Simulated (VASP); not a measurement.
# GW on C (Diamond)

How does the gap of C (Diamond) change from the starting functional to GW? The cell has space group Fd-3m. The start is a cell from a database of measured crystal structures.

Program: VASP 6.6.1. Level of theory: PBE; plane waves and PAW (C_GW), in the first sound run; inputs show where later runs differ. Results are calculated unless marked as measured.

**1. The starting structure**

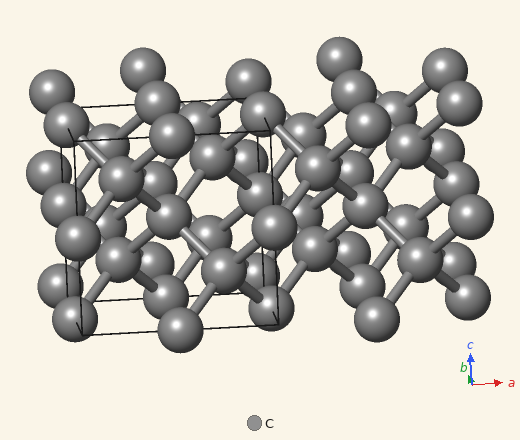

The starting structure, seen slightly off an axis (carbon grey). 2×2×1 cells are drawn. This picture shows the conventional cell, with its axes. Some periodic images of atoms are drawn too.

**2. Ground state, k-mesh 6×6×6**

The orbitals come from a self-consistent PBE run with a tight EDIFF and a narrow smearing. KPOINTS_OPT adds the bands along a path, which shows whether the mesh holds the band edges.

The input, INCAR:

```
SYSTEM = C
PREC = Accurate
ENCUT = 440
EDIFF = 1E-08
NELM = 100
ISMEAR = 0
SIGMA = 0.01
LREAL = .FALSE.
ALGO = Normal
GGA = PE
NBANDS = 10
LORBIT = 11
LWAVE = .TRUE.
LCHARG = .FALSE.
KPAR = 8
```

The input, POSCAR:

```
C
1.0
    0.0000000000      1.7833700000      1.7833700000
    1.7833700000      0.0000000000      1.7833700000
    1.7833700000      1.7833700000      0.0000000000
C
2
Direct
    0.0000000000      0.0000000000      0.0000000000
    0.2500000000      0.2500000000      0.2500000000
```

The input, KPOINTS:

```
Automatic mesh
0
Gamma
6 6 6
0 0 0
```

The input, KPOINTS_OPT:

```
Line mode
12
Line-mode
Reciprocal
  0.00000000   0.00000000   0.00000000 GAMMA
  0.50000000   0.00000000   0.50000000 X

  0.50000000   0.00000000   0.50000000 X
  0.50000000   0.25000000   0.75000000 W

  0.50000000   0.25000000   0.75000000 W
  0.37500000   0.37500000   0.75000000 K

  0.37500000   0.37500000   0.75000000 K
  0.00000000   0.00000000   0.00000000 GAMMA

  0.00000000   0.00000000   0.00000000 GAMMA
  0.50000000   0.50000000   0.50000000 L

  0.50000000   0.50000000   0.50000000 L
  0.62500000   0.25000000   0.62500000 U

  0.62500000   0.25000000   0.62500000 U
  0.50000000   0.25000000   0.75000000 W

  0.50000000   0.25000000   0.75000000 W
  0.50000000   0.50000000   0.50000000 L

  0.50000000   0.50000000   0.50000000 L
  0.37500000   0.37500000   0.75000000 K

  0.62500000   0.25000000   0.62500000 U
  0.50000000   0.00000000   0.50000000 X
```

PAW data sets: C_GW (PBE family, release 64).

Run with:

```console
> mpirun -np 8 vasp_std
```

Output:

```text
[banner, memory and clock lines left out]
running    8 mpi-ranks, on    1 nodes
 distrk:  each k-point on    1 cores,    8 groups
 distr:  one band on    1 cores,    1 groups

 POSCAR found type information on POSCAR C
 POSCAR found :  1 types and       2 ions
|                                                                             |
|           W    W    AA    RRRRR   N    N  II  N    N   GGGG   !!!           |
|           W    W   A  A   R    R  NN   N  II  NN   N  G    G  !!!           |
|           W    W  A    A  R    R  N N  N  II  N N  N  G       !!!           |
|           W WW W  AAAAAA  RRRRR   N  N N  II  N  N N  G  GGG   !            |
|           WW  WW  A    A  R   R   N   NN  II  N   NN  G    G                |
|           W    W  A    A  R    R  N    N  II  N    N   GGGG   !!!           |
|                                                                             |
|     For optimal performance we recommend to set                             |
|       NCORE = 2 up to number-of-cores-per-socket                            |
|     NCORE specifies how many cores store one orbital (NPAR=cpu/NCORE).      |
|     This setting can greatly improve the performance of VASP for DFT.       |
|     The default, NCORE=1 might be grossly inefficient on modern             |
|     multi-core architectures or massively parallel machines. Do your        |
|     Unfortunately you need to use the default for GW and RPA                |
|     calculations (for HF NCORE is supported but not extensively tested      |
|     yet).                                                                   |
|                                                                             |

 LDA part: xc-table for (Slater+PW92), standard interpolation
 POSCAR, INCAR and KPOINTS ok, starting setup
 FFT: planning ... GRIDC
 FFT: planning ... GRID_SOFT
 FFT: planning ... GRID
 WAVECAR not read
 entering main loop
       N       E                     dE             d eps       ncg     rms          rms(c)
DAV:   1     0.128755001548E+02    0.12876E+02   -0.44050E+03   320   0.735E+02
DAV:   2    -0.181158392820E+02   -0.30991E+02   -0.28740E+02   412   0.184E+02
DAV:   3    -0.188089767388E+02   -0.69314E+00   -0.69139E+00   408   0.225E+01
DAV:   4    -0.188118123584E+02   -0.28356E-02   -0.28350E-02   366   0.137E+00
DAV:   5    -0.188118215322E+02   -0.91738E-05   -0.91733E-05   390   0.851E-02    0.479E+00
DAV:   6    -0.183223030974E+02    0.48952E+00   -0.26532E-01   424   0.503E+00    0.263E+00
DAV:   7    -0.181551286955E+02    0.16717E+00   -0.30823E-01   442   0.519E+00    0.360E-01
DAV:   8    -0.181566793243E+02   -0.15506E-02   -0.63033E-03   336   0.834E-01    0.497E-02
DAV:   9    -0.181567435333E+02   -0.64209E-04   -0.88406E-05   408   0.110E-01    0.175E-02
DAV:  10    -0.181567600558E+02   -0.16522E-04   -0.15558E-05   338   0.395E-02    0.150E-03
DAV:  11    -0.181567603034E+02   -0.24761E-06   -0.32231E-07   404   0.587E-03    0.386E-04
DAV:  12    -0.181567603865E+02   -0.83117E-07   -0.67359E-09   342   0.103E-03    0.281E-05
DAV:  13    -0.181567603888E+02   -0.23171E-08   -0.28323E-11   194   0.612E-05
   1 F= -.18156760E+02 E0= -.18156760E+02  d E =-.512569E-57
 Start KPOINTS_OPT (optional k-point list driver)
k-point batch [1-16\120]
       N       E                     dE             ncg
DAV:   1     0.736469682767E+03   -0.37571E+04      320
DAV:   2     0.212239307255E+03   -0.52423E+03      444
DAV:   3     0.202761086194E+03   -0.94782E+01      398
DAV:   4     0.202731881522E+03   -0.29205E-01      358
DAV:   5     0.202731715435E+03   -0.16609E-03      388
DAV:   6     0.202731713792E+03   -0.16435E-05      382
DAV:   7     0.202731713775E+03   -0.17139E-07      392
DAV:   8     0.202731713774E+03   -0.47461E-09      322
[...]
k-point batch [113-120\120]
       N       E                     dE             ncg
DAV:   1     0.338960116649E+04   -0.35038E+04      168
DAV:   2     0.320643709435E+04   -0.18316E+03      202
DAV:   3     0.320342828546E+04   -0.30088E+01      214
DAV:   4     0.320342342915E+04   -0.48563E-02      194
DAV:   5     0.320342341690E+04   -0.12246E-04      198
DAV:   6     0.320342341687E+04   -0.31043E-07      202
DAV:   7     0.320342341687E+04    0.39381E-09      204
 writing wavefunctions
```

Wall time 3.2 s (8 MPI ranks of AMD EPYC 7R43, shared host); peak memory 0.57 GiB.

Lines that name or quote the potential files are left out of all logs, and their timing lines are given in words.

Parts of OUTCAR (step 2):

```text
ion  position               nearest neighbor table
   1  0.000  0.000  0.000-   2 1.54   2 1.54   2 1.54   2 1.54
   2  0.250  0.250  0.250-   1 1.54   1 1.54   1 1.54   1 1.54

  LATTYP: Found a face centered cubic cell.
 ALAT       =     3.5667400000

 Subroutine GETGRP returns: Found 48 space group operations
 (whereof 24 operations were pure point group operations)

The static configuration has the point symmetry T_d .
 The point group associated with its full space group is O_h .

 Found     16 irreducible k-points:

   k-points           NKPTS =     16   k-points in BZ     NKDIM =     16   number of bands    NBANDS=     10

   dimension x,y,z NGX =    18 NGY =   18 NGZ =   18
   dimension x,y,z NGXF=    36 NGYF=   36 NGZF=   36

   ENCUT  =  440.0 eV  32.34 Ry    5.69 a.u.   4.31  4.31  4.31*2*pi/ulx,y,z

   NELECT =       8.0000    total number of electrons

 k-points in reciprocal lattice and weights: Automatic mesh
   0.00000000  0.00000000  0.00000000       0.005
   0.16666667  0.00000000  0.00000000       0.037
   0.33333333  0.00000000  0.00000000       0.037
   0.50000000  0.00000000  0.00000000       0.019
   0.16666667  0.16666667  0.00000000       0.028
   0.33333333  0.16666667  0.00000000       0.111
   0.50000000  0.16666667  0.00000000       0.111
  -0.33333333  0.16666667  0.00000000       0.111
  -0.16666667  0.16666667  0.00000000       0.056
[...]
-0.33333333  0.33333333  0.16666667       0.111
  -0.33333333  0.50000000  0.16666667       0.056

 average (electrostatic) potential at core
       1 -45.3582       2 -45.3582

 E-fermi :   9.8754

 k-point     1 :       0.0000    0.0000    0.0000
  band No.  band energies     occupation
      1     -11.7098      2.00000
      2       9.7647      2.00000
      3       9.7647      2.00000
      4       9.7647      2.00000
      5      15.3571      0.00000
      6      15.3571      0.00000
      7      15.3571      0.00000
      8      23.0835      0.00000
      9      29.0603      0.00000
    ...

 k-point     2 :       0.1667    0.0000    0.0000
  band No.  band energies     occupation
      1     -10.9429      2.00000
      2       6.0183      2.00000
      3       8.7457      2.00000
      4       8.7457      2.00000
      5      16.7000      0.00000
      6      16.7000      0.00000
      7      17.1622      0.00000
      8      23.7272      0.00000
      9      30.0532      0.00000
    ...

 k-point     3 :       0.3333    0.0000    0.0000
  band No.  band energies     occupation
      1      -8.6940      2.00000
      2       0.3980      2.00000
      3       7.4556      2.00000
      4       7.4556      2.00000
      5      18.0452      0.00000
      6      18.0452      0.00000
      7      18.3308      0.00000
      8      25.0167      0.00000
      9      30.7176      0.00000
    ...

  Total       -0.2725681     -0.2725681     -0.2725681      0.0000000      0.0000000      0.0000000
  in kB      -38.4973802    -38.4973802    -38.4973802      0.0000000      0.0000000      0.0000000
  external PRESSURE =     -38.4973802 kB  Pullay stress =       0.0000000 kB

  energy-cutoff  :      440.00
  volume of cell :       11.34
      direct lattice vectors                 reciprocal lattice vectors
     0.000000000  1.783370000  1.783370000    -0.280368067  0.280368067  0.280368067
     1.783370000  0.000000000  1.783370000     0.280368067 -0.280368067  0.280368067
     1.783370000  1.783370000  0.000000000     0.280368067  0.280368067 -0.280368067

 POSITION                                       TOTAL-FORCE (eV/Angst)
 -----------------------------------------------------------------------------------
      0.00000      0.00000      0.00000         0.000000      0.000000      0.000000
      0.89168      0.89168      0.89168        -0.000000     -0.000000     -0.000000
 -----------------------------------------------------------------------------------
    total drift:                               -0.000000     -0.000000     -0.000000

  FREE ENERGIE OF THE ION-ELECTRON SYSTEM (eV)
  ---------------------------------------------------
  free  energy   TOTEN  =       -18.1567603888 eV

  energy  without entropy=      -18.1567603888  energy(sigma->0) =      -18.15676039

 total charge
# of ion       s       p       d       tot
------------------------------------------
    1        0.802   1.715   0.000   2.516
    2        0.802   1.715   0.000   2.516
--------------------------------------------------
tot          1.604   3.429   0.000   5.033

[... 3 further parts left out ...]
```

This step gave:

```yaml
free_energy_toten: -18.16 eV
fermi_energy: 9.875 eV
pressure: -3.850 GPa
least_gap_on_mesh_and_path: 4.129 eV
least_direct_gap_on_mesh_and_path: 5.592 eV
```

The highest empty bands on the path are converged less tightly, to about 0.1 eV. The electronic bands at the labelled points (eV, zero at the valence-band top; v1 is the highest filled band, c1 the lowest empty one):

```tsv
point	v3	v2	v1	c1	c2	c3	c4
Γ	0.00	0.00	0.00	5.59	5.59	5.59	13.32
X	-12.76	-6.29	-6.29	4.76	4.76	16.81	16.81
W	-11.97	-8.31	-8.31	10.63	10.63	12.32	12.32
K	-11.73	-9.31	-5.36	5.68	10.75	14.37	15.63
Γ	0.00	0.00	0.00	5.59	5.59	5.59	13.32
L	-13.37	-2.79	-2.79	8.46	8.46	8.84	15.70
U	-11.73	-9.31	-5.36	5.68	10.75	14.37	15.63
W	-11.97	-8.31	-8.31	10.63	10.63	12.32	12.32
L	-13.37	-2.79	-2.79	8.46	8.46	8.84	15.70
K	-11.73	-9.31	-5.36	5.68	10.75	14.37	15.63
jump to U	-11.73	-9.31	-5.36	5.68	10.75	14.37	15.63
X	-12.76	-6.29	-6.29	4.76	4.76	16.81	16.81
```

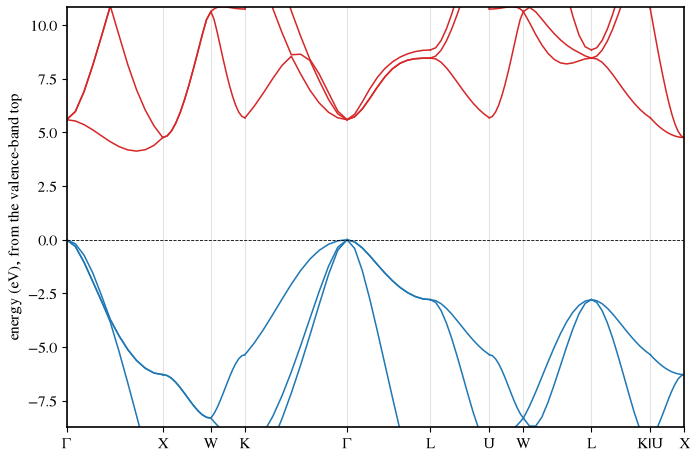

Electronic bands along the path; lines of filled and empty bands in two colours.

The cell has a gap of 4.13 eV on mesh and path and a pressure of -3.8 GPa, which holds the strain of the given cell against this functional's own volume, and any error of cutoff and mesh.

The path shows an indirect gap of 4.13 eV (valence top at Γ, conduction bottom between Γ and X). The least direct gap is 5.59 eV.

**3. Empty bands, k-mesh 6×6×6**

ALGO = Exact makes the empty bands from the converged ground state in one step. LOPTICS writes the k-derivatives of the orbitals (WAVEDER), which give the long-wavelength limit of the screening.

The input, INCAR:

```
SYSTEM = C
PREC = Accurate
ENCUT = 440
ISMEAR = 0
SIGMA = 0.01
LREAL = .FALSE.
GGA = PE
NBANDS = 32
ALGO = Exact
NELM = 1
LWAVE = .TRUE.
LCHARG = .FALSE.
LOPTICS = .TRUE.
NEDOS = 1000
CSHIFT = 0.1
```

POSCAR is that of step 2.

KPOINTS is that of step 2.

Run with:

```console
> mpirun -np 8 vasp_std
```

Output:

```text
[banner, memory and clock lines left out]
running    8 mpi-ranks, on    1 nodes
 distrk:  each k-point on    8 cores,    1 groups
 distr:  one band on    1 cores,    8 groups

 POSCAR found type information on POSCAR C
 POSCAR found :  1 types and       2 ions
 [... a notice as in an earlier step ...]

 LDA part: xc-table for (Slater+PW92), standard interpolation
 found WAVECAR, reading the header
  number of bands has changed, file:    10 present:    32
  trying to continue reading WAVECAR, but it might fail
 POSCAR, INCAR and KPOINTS ok, starting setup
 FFT: planning ... GRIDC
 FFT: planning ... GRID_SOFT
 FFT: planning ... GRID
 reading WAVECAR
 random initialization beyond band           10
 the WAVECAR file was read successfully
 initial charge from wavefunction
 entering main loop
       N       E                     dE             d eps       ncg     rms          rms(c)
DIA:   1    -0.181567603871E+02   -0.18157E+02    0.00000E+00     0   0.000E+00
   1 F= -.18156760E+02 E0= -.18156760E+02  d E =-.249285E-13
 writing wavefunctions
 optical routines
 imaginary and real dielectric function
 recalculating local potential from charge density
 direction            1
 direction            2
 direction            3
```

Elapsed: 2.2 s, on 8 MPI ranks; peak memory 0.57 GiB.

Parts of OUTCAR (step 3):

```text
 Found     16 irreducible k-points:

   k-points           NKPTS =     16   k-points in BZ     NKDIM =     16   number of bands    NBANDS=     32

   NELECT =       8.0000    total number of electrons

 E-fermi :   9.8115

  Total       -0.2725684     -0.2725684     -0.2725684     -0.0000000      0.0000000     -0.0000000
  in kB      -38.4974278    -38.4974278    -38.4974278     -0.0000000      0.0000000     -0.0000000
  external PRESSURE =     -38.4974278 kB  Pullay stress =       0.0000000 kB

  FREE ENERGIE OF THE ION-ELECTRON SYSTEM (eV)
  ---------------------------------------------------
  free  energy   TOTEN  =       -18.1567603871 eV

  energy  without entropy=      -18.1567603871  energy(sigma->0) =      -18.15676039

 plasma frequency squared (from intraband transitions) (eV^2)
  --------------------------------------------------------------------------------------
       0.000      -0.000       0.000
      -0.000       0.000       0.000
       0.000       0.000       0.000

[... 16 parts as in an earlier step ...]
```

WAVECAR now holds 32 bands for 8 electrons. Its independent-particle dielectric tensor has xx, yy, zz = 6.3, 6.3, 6.3 on this mesh, which isn't tested for convergence; a coarse zone-centred mesh tends to overstate it, local fields are missing, and the same mesh feeds the screening.

[end of part 1 of 3]

[Lines on the potential files, build, host, timing and source positions are cut from VASP's logs without a mark.]

[Logs are printed without paths, hosts, clocks, repeated set-up lines and the standing remarks that a program may print on its own settings, such as how far it seeks lower states.]

[Hosts, paths, dates, database ids (printed as entryN), source tags and the programs' standing remarks are cut or masked in the printed files.]

[Measured values are set beside computed ones only where the two were judged alike; some that the calculation misses by far are left out.]

[Pressures printed for these runs are not shown converged in the cutoff: they can be off by several GPa and have the wrong sign.]
